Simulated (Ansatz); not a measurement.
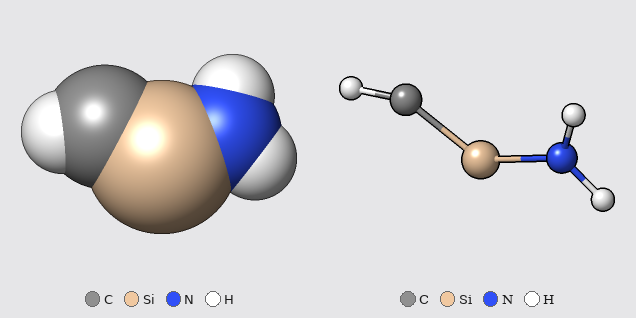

The same structure drawn twice, from different directions.

The geometry was computed by an optimisation with PBE0-D4/def2-TZVP. No frequency run is at hand to confirm it as a minimum.

Describe the molecule.

Formula CH3NSi. The point group is Cs. All atoms lie on one plane. Coordination: 1 C bent; 1 Si bent; 1 N trigonal planar.

The parts below concern this one geometry. Atoms keep their numbers from picture to picture.

**Electronic properties**

No frequency run is at hand to confirm it as a minimum. Properties computed with RKS PBE0-D4/def2-TZVPP (Ansatz 0.2.0).

Computed properties:

- HOMO energy (Kohn–Sham orbital): −6.00 eV
- LUMO energy (Kohn–Sham orbital): −2.80 eV
- HOMO–LUMO gap: 3.20 eV

**Dipole moment**

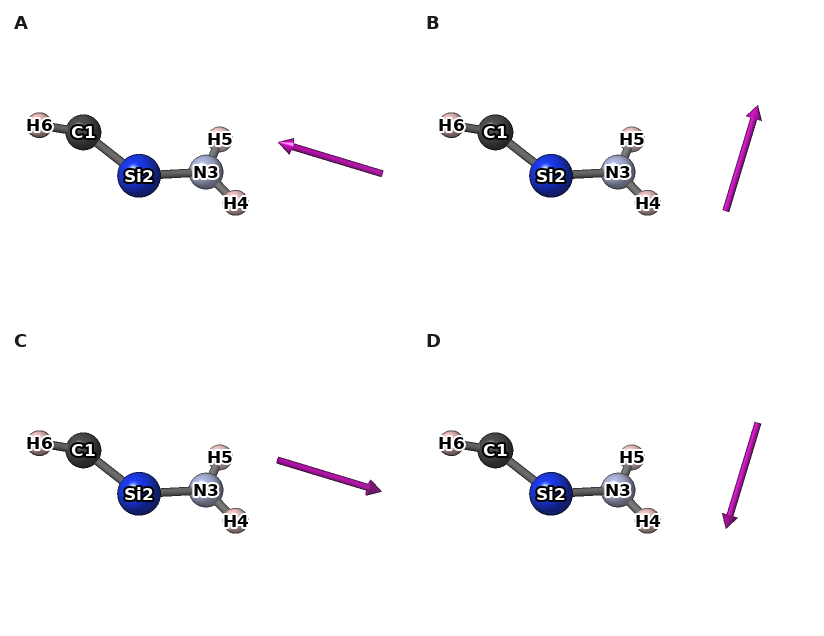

The same molecule four times, each with an arrow. No frequency run is at hand to confirm it as a minimum. Method: RKS PBE0-D4/def2-TZVP (Ansatz 0.2.0).

> Which arrow points along the dipole moment, from the negative to the positive end?

C. The dipole moment is 3.00 D; it points from the side of H6 to the side of H4 (the outermost atoms at the two ends).

**Charges**

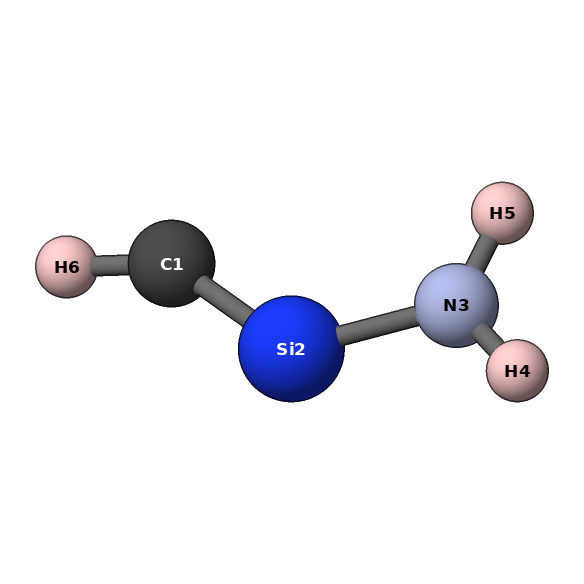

The questions are on Mulliken charges. No frequency run is at hand to confirm it as a minimum. Properties computed with RKS PBE0-D4/def2-TZVP (Ansatz 0.2.0).

List the Mulliken charges.

```tsv
atom	value (e)
C1	−0.38
Si2	0.29
N3	−0.61
H4	0.26
H5	0.27
H6	0.17
```

Mulliken values depend strongly on the basis set and can even reverse the polarity of a bond.
